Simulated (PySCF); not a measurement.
# H2P (phosphanide) (charge −1): what the fields show

```yaml
atoms:
  - { symbol: P, position_ang: [0.0469, 0.3328, -0.0944] }
  - { symbol: H, position_ang: [-1.0172, -0.6522, -0.1172] }
  - { symbol: H, position_ang: [1.0435, -0.7209, -0.1206] }
```

Geometry: PBE0-D3(BJ)/def2-SVP.

The calculation used PBE0/pcSseg-1, SCF density, gas phase, non-relativistic (PySCF 2.14.0).

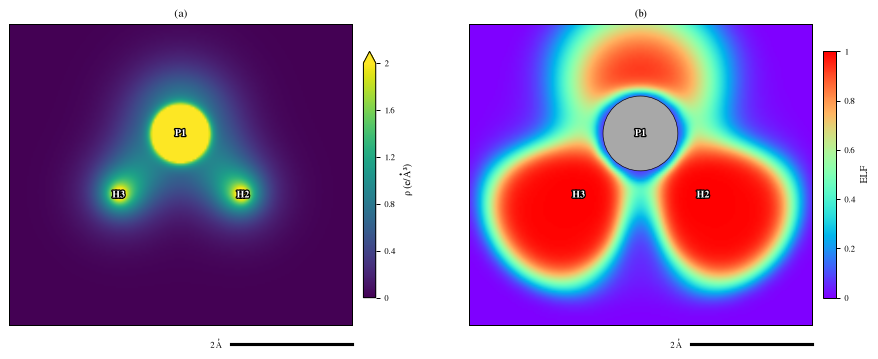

Figure 1. (a) electron density; (b) ELF on the molecular plane. Grey discs cover the atomic cores in the ELF map.

Q: Describe what can be read from this map.

A: The plane passes through P and H nuclei. P–H (1.45 Å): ρ is about 0.92 e/Å³ halfway; the ELF climbs to about 1 towards the hydrogen, as it does in any bond to H. The ELF also peaks beside P1, away from the bonds: lone-pair regions.

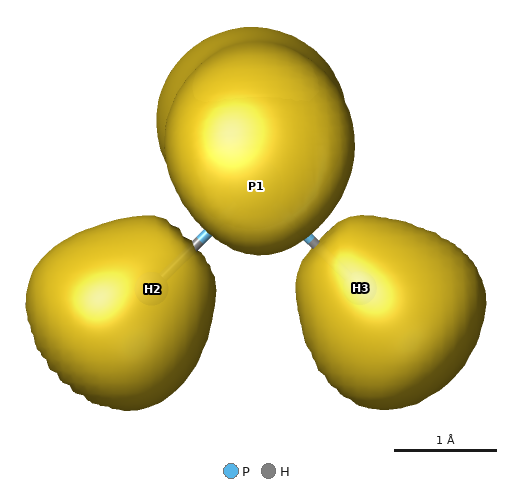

Figure 2. Isosurface of the ELF at 0.85 (yellow), seen across its widest extent. Only the valence region is drawn (cores and ρ < 0.01 e/Å³ removed).

Q: What do the ELF domains correspond to?

A: At this value the surface marks out two regions around hydrogen nuclei and one region wrapped around P (its valence shell).
